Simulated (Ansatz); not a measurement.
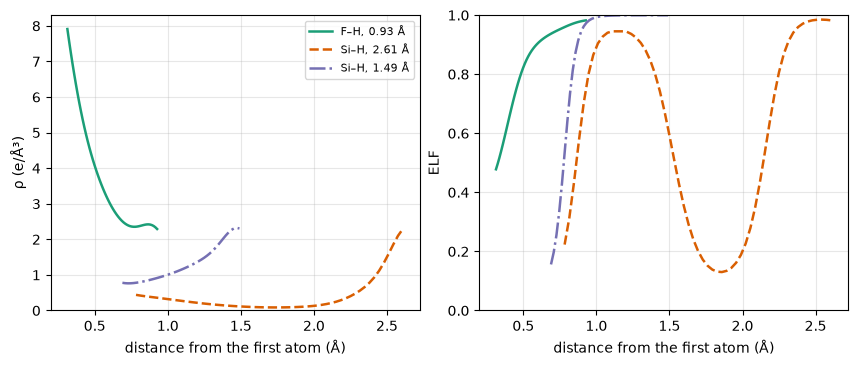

Figure. H3Si···HF (doublet). Electron density and ELF along straight lines between neighbouring atoms. The curves leave out the atomic cores.

Method: UKS PBE0-D4/def2-SVP in Ansatz.

```xyz
6

Si    0.0003    0.0000   -0.2914
H     0.0009    0.0000    2.3170
H     1.4348    0.0000   -0.6961
H    -0.7169    1.2423   -0.6960
H    -0.7169   -1.2423   -0.6960
F    -0.0008    0.0000    3.2440
```

> Compare the contacts.

F–H (0.93 Å): ρ at the midpoint is about 4.6 e/Å³; the ELF climbs to about 1 towards the hydrogen, as it does in any bond to H; a covalent bond by its length.
Si1···H2 (2.61 Å): the density falls to about 0.09 e/Å³ on the way; the ELF dips to about 0.15 between them.
Si–H (1.49 Å): ρ is about 0.76 e/Å³ halfway; the ELF climbs to about 1 towards the hydrogen.
